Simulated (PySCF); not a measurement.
# BiF₃H₃N: what the fields show

Input file:

```
mol = gto.M(atom='''
Bi     0.27167     0.81663     0.07122
F      1.31680    -0.37504     1.35985
F     -1.52967     0.27334     0.84897
F      0.30113    -0.61449    -1.38045
N     -1.59053     1.38865    -1.74270
H     -2.42505     1.16151    -1.20066
H     -1.79300     2.18710    -2.34155
H     -1.38705     0.57823    -2.33139''',
    basis={'Bi': 'def2-SVP', 'F': 'def2-SVP', 'N': 'def2-SVP', 'H': 'def2-SVP'},
    ecp={'Bi': 'def2-SVP'},
    charge=0, spin=0)
mf = dft.RKS(mol, xc='PBE0')
mf.grids.atom_grid = (75, 302)  # f atoms: at least (60, 302), unpruned
mf = mf.density_fit()  # Bi def2-universal-JKFIT, F def2-universal-JKFIT, N def2-universal-JKFIT, H def2-universal-JKFIT
mf.conv_tol = 1e-09; mf.max_cycle = 55
mf.kernel(dm0)
```

Launched as:

```sh
OMP_NUM_THREADS=2 python run.py
```

Core potentials replace the inner electrons of Bi.

These are results of PySCF 2.14.0, RKS PBE0, Bi def2-SVP with ECP60, F def2-SVP, N def2-SVP, H def2-SVP; non-relativistic Hamiltonian with scalar-relativistic core potentials where named; density fitting, not measurements.

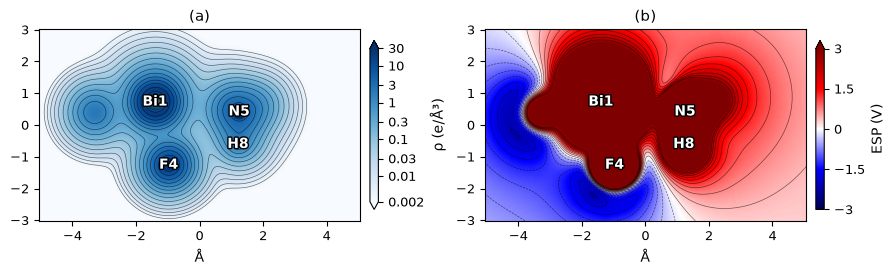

Figure 1. (a) electron density; (b) molecular electrostatic potential on the plane of atoms Bi1, N5 and H8.

> Describe what can be read from this map.

- The plane passes through Bi, F, N and H nuclei.
- Bi–F (2.04 Å): ρ is about 0.73 e/Å³ halfway.
- Bi–N (2.66 Å): the density is about 0.25 e/Å³ at the midpoint.
- N–H (1.02 Å): ρ at the midpoint is about 2.8 e/Å³.
- Outside the dense part of the molecule the potential is most negative (−2.2 V) near F4.

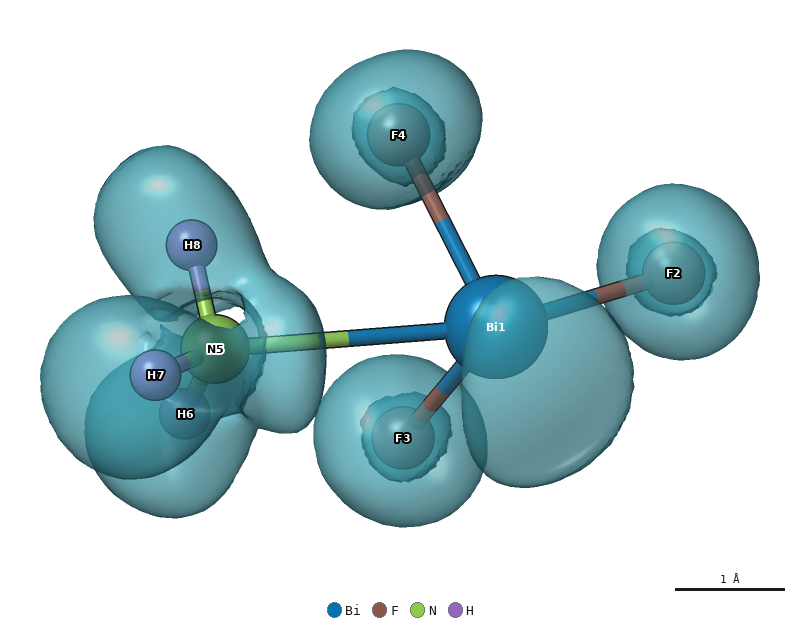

Figure 2. Isosurface of the electron localisation function at 0.75 (cyan), seen at a tilt. Only the valence region is drawn (cores and ρ < 0.01 e/Å³ removed).

> Describe the localisation domains.

At this value the surface marks out one lobe on Bi, pointing away from the bonds (lone pairs), three regions wrapped around F (the valence shell of each) and one joined region spread over several atoms (H, N), in which their bonds and any lone pairs are merged. Along the contacts the grid gives the following. Bi–F (2.04 Å): the ELF peaks at about 0.80 in the valence shell of F, 0.5 Å from its nucleus, and drops to about 0.15 between the two atoms. Bi–N (2.66 Å): the ELF peaks at about 0.95 in the valence shell of N, 0.7 Å from its nucleus, and drops to about 0.15 between the two atoms.

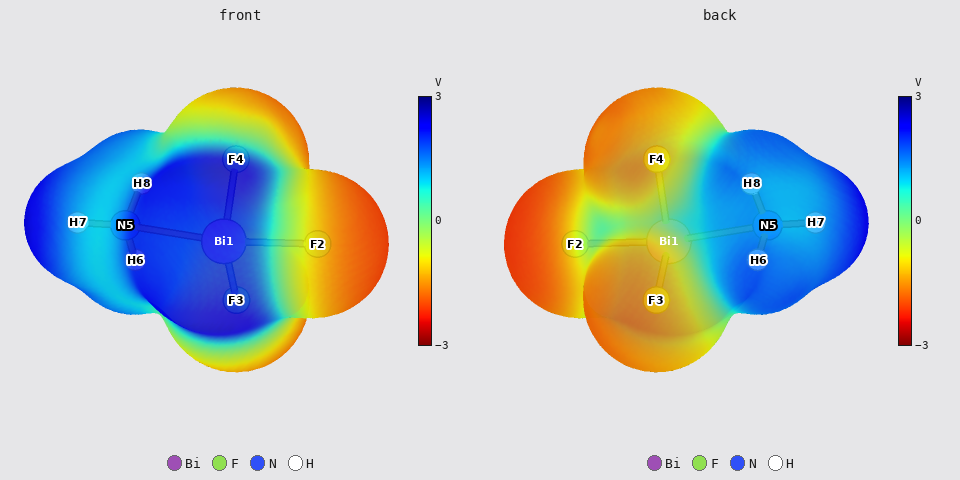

Figure 3. The electrostatic potential painted on the density surface at 0.002 e/bohr³, seen from the front and from behind; red is negative and blue positive.

> Describe the electrostatic potential map.

The most negative region (about −2.1 V) lies over F2, the most positive (about +2.4 V) over Bi1 and H7.

> What dipole moment does the calculation give?

Its dipole moment is 6.83 D.
